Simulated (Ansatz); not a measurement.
## Fields on a plane of MoSi2 (MoSi2 type, space group I4/mmm)

```yaml
crystal:
  lattice:
    - [-1.60108, 1.60108, 3.90975]
    - [1.60108, -1.60108, 3.90975]
    - [1.60108, 1.60108, -3.90975]
  atoms:
    - { symbol: Mo, position: [0.00000, 0.00000, 0.00000] }
    - { symbol: Si, position: [0.33530, 0.33530, 0.00000] }
    - { symbol: Si, position: [0.66470, 0.66470, 0.00000] }
```

The slice is a (100) plane (indices of the conventional cell) through the point (0.665, 0.665, 0.000) (fractional), spanned by u = [101] and v = [110] in vectors of this cell: u (3.20 Å) and v (7.82 Å, at 90° to u). It covers one period; positions are fractions (u, v).

Atoms on it: Mo at (0.00, 0.34); Si at (0.00, 0.67); Si at (0.00, 0.00).

These are r2SCAN (plane waves to 500 eV, PAW, scalar-relativistic; Ansatz, a quantum-chemistry and plane-wave program) values and carry that method's errors. k mesh 14×14×14. Inside the PAW spheres the values are not all-electron values, and peaks at nuclei hang on which shells count as valence. MoSi2 is run without spin polarisation. MoSi2 was relaxed with its symmetry unable to fall. The PAW data are Ansatz's earlier set.

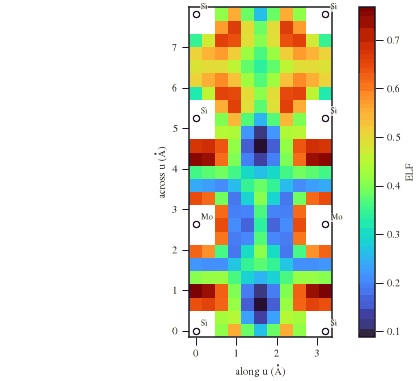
Figure: Electron localisation function (ELF), one period of the plane, atoms marked. Points within 0.5 Å of a nucleus are left white, as the pseudised field means little there.

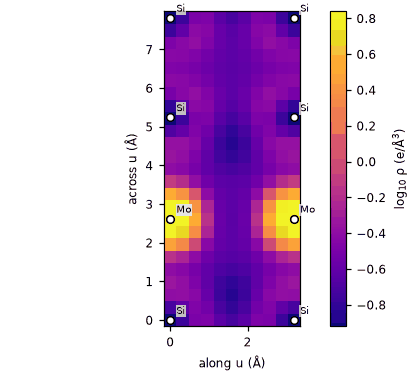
*Log₁₀ of the valence density in e/Å³, one period of the plane, atoms marked. The scale is logarithmic, as a density can span decades between atoms and voids.*
